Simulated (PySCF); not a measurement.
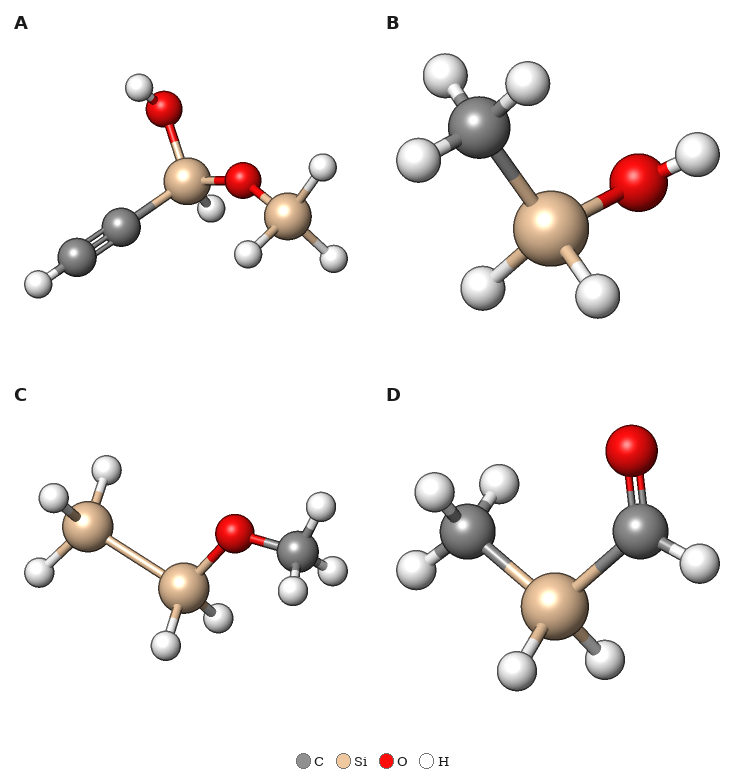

The picture comes from a calculation with PySCF.

```xyz
12
charge 0, multiplicity 1
C    -2.1917    0.6207    0.1316
O    -0.8285    0.6157    0.4530
Si    0.1966   -0.6496    0.0866
Si    2.3130   -0.0210    0.8572
H    -2.6347    1.5663    0.4792
H    -2.7361   -0.2101    0.6185
H    -2.3610    0.5459   -0.9591
H     0.2109   -0.9060   -1.3926
H    -0.2696   -1.9165    0.7431
H     2.2835    0.2101    2.3336
H     3.2921   -1.1133    0.5589
H     2.7662    1.2300    0.1763
```

Question: Which panel shows the molecule in this file?

Answer: C. The file holds CH8OSi2, `CO[SiH2][SiH3]`.
